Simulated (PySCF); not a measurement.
**BCl2F, SMILES `FB(Cl)Cl`: what the electrons do**

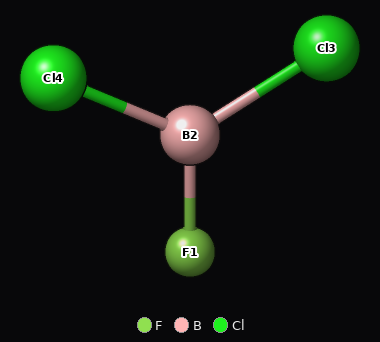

The molecule, with its atoms numbered as below. No frequency check shows the geometry to be a minimum.

Geometry (Å), atoms numbered from 1:

```
F1      -0.0005    1.6480    0.0000
B2       0.0000    0.3248    0.0000
Cl3     -1.5083   -0.4842    0.0000
Cl4      1.5085   -0.4838    0.0000
```

Part 1: Bonding charge

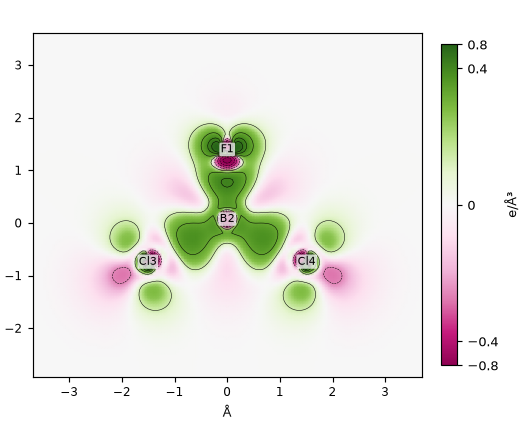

Deformation density (molecule less spherical, spin-averaged free atoms) in the molecular plane; colour scale in e/Å³, logarithmic beyond ±0.1; green: gain, pink: loss.

Computed with PySCF, PBE/def2-TZVP, geometry: GFN2-xTB.

Q: How much density has each bond in this plane gained at its critical point, relative to the free atoms?

A: F1–B2: +0.30 e/Å³ at the bond critical point (bond length 1.32 Å, Mayer order 1.3). B2–Cl3 and B2–Cl4: +0.27 e/Å³ at the bond critical point (bond length 1.71 Å, Mayer order 1.3). In all, 0.7 electrons gather in the regions of gain relative to the promolecule.

Q: Where do the Hirshfeld charges lie?

A: The highest Hirshfeld charge is on B2 (+0.20 e), the lowest on F1 (−0.12 e).

Part 2: Bond critical points

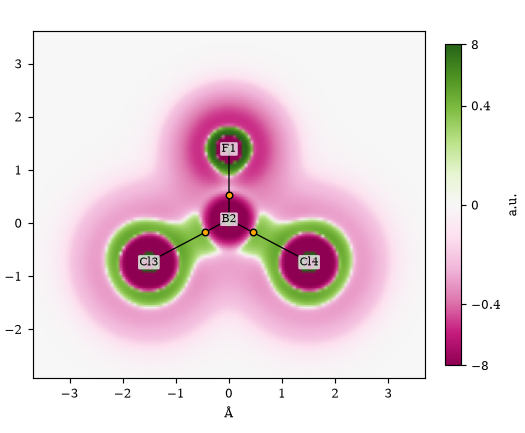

Negative Laplacian of the density (−∇²ρ) in the molecular plane (green positive, pink negative, colour scale in a.u., logarithmic beyond ±0.04), with bond paths and bond critical points (dots).

Q: Sort the bonds in the plane by the sign of ∇²ρ at their critical points.

A: Concentrated (∇²ρ < 0): B2–Cl3 and B2–Cl4 (−0.04 a.u.). Depleted (∇²ρ > 0): F1–B2 (+1.19 a.u., H = −0.153). A positive Laplacian with clearly negative H marks a strongly polar covalent bond, whose critical point lies close to the core of the less electronegative atom.

Q: Where along B2–Cl3 does the critical point lie?

A: 0.52 Å from B2 and 1.20 Å from Cl3.

Part 3: Electrostatic potential

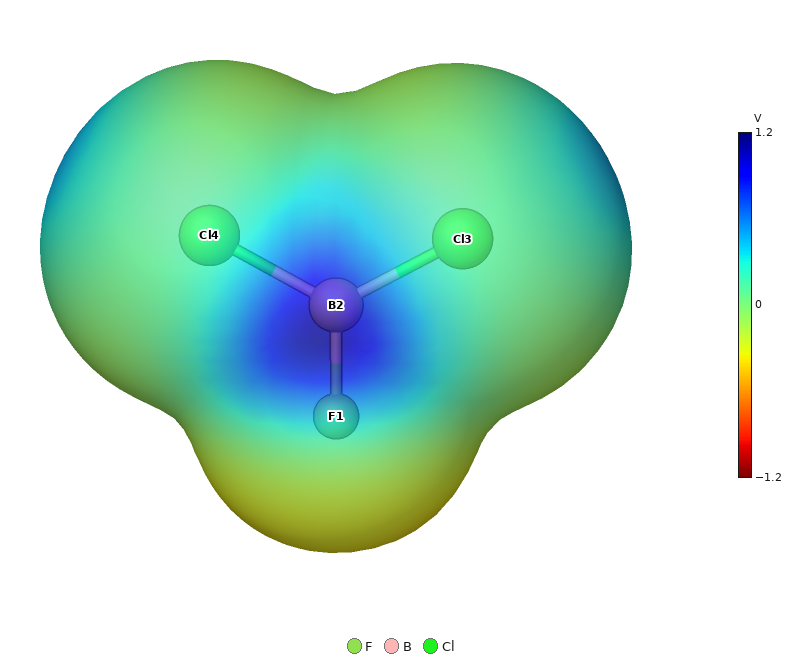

Electrostatic potential on the surface of electron density 0.001 a.u.

Q: Where are the extremes of the potential on the surface?

A: Highest: 1.15 V, off the molecular plane, over B2 (1.8 Å), and at like points elsewhere. Further maxima include 0.48 V, 2.0 Å from Cl4, and at like points elsewhere. Lowest: −0.39 V, 1.7 Å from F1, and at like points elsewhere. Further minima include −0.12 V, 2.1 Å from Cl3, and at like points elsewhere. The surface is sampled at points, so like sites can differ by a few per cent and only the strongest of them is named.

Q: Does Cl4 carry a σ-hole?

A: Yes: a local maximum of +0.48 V lies on the extension of the B2–Cl4 bond.

Q: What volume does the surface enclose, and what is the dipole moment?

A: About 88 Å³; the dipole moment is 0.4 D.

Part 4: In an electric field

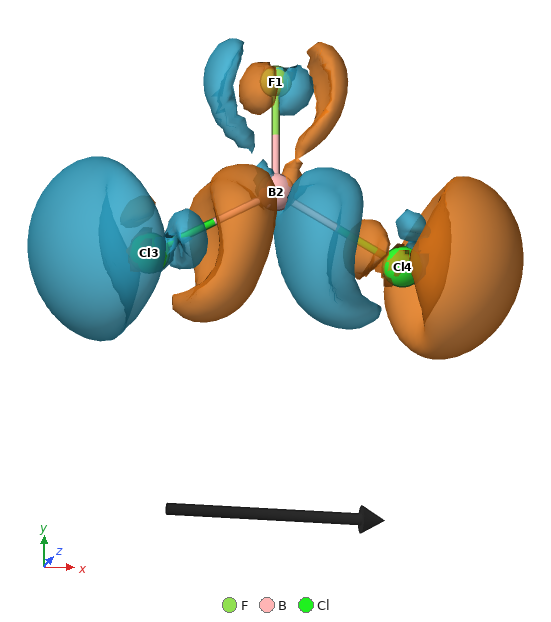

Change of the electron density in a uniform field of 0.21 V/Å along +x (arrow), surfaces at ±0.002 e/Å³ (light blue: gain, orange: loss).

Computed with PySCF, PBE/def2-TZVP, geometry: GFN2-xTB. A basis without diffuse functions makes polarisabilities too small.

Q: How large is the response?

A: The induced dipole is 0.51 D (along the field); α along this axis, from the fields in both directions, is 50 bohr³ (7.4 Å³).

Q: Which atoms gain and lose the most charge?

A: Electrons gather most on Cl3 (Hirshfeld charge changes by −0.020 e) and leave Cl4 most (+0.020 e); 0.040 electrons are displaced in all.

Part 5: Removing or adding an electron

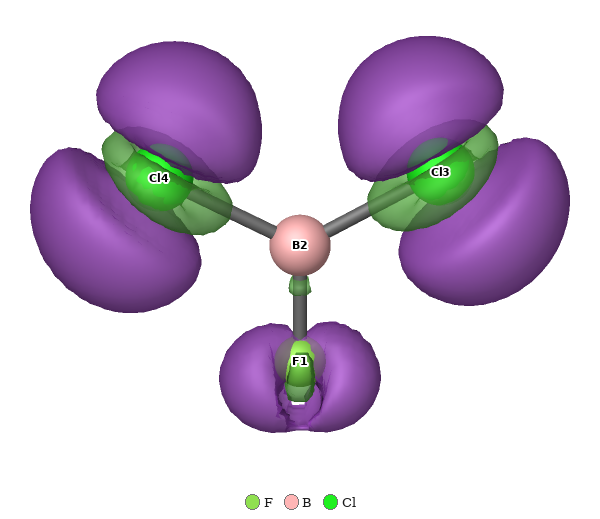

Fukui function f⁻ = ρ(N) − ρ(N−1) at fixed geometry, surfaces at ±0.02 e/Å³ (purple positive, green negative).

Q: On which atoms does the density change most on removal of an electron?

A: f⁻ (Hirshfeld-condensed) is largest on Cl3 and Cl4 (0.41 each); the vertical ionisation energy is 11.45 eV (the stability of the cation's solution wasn't checked). Condensed values hint at sites of electrophilic attack but needn't mark the atom that reacts. Orbital relaxation makes it negative in places (0.10 e in all).
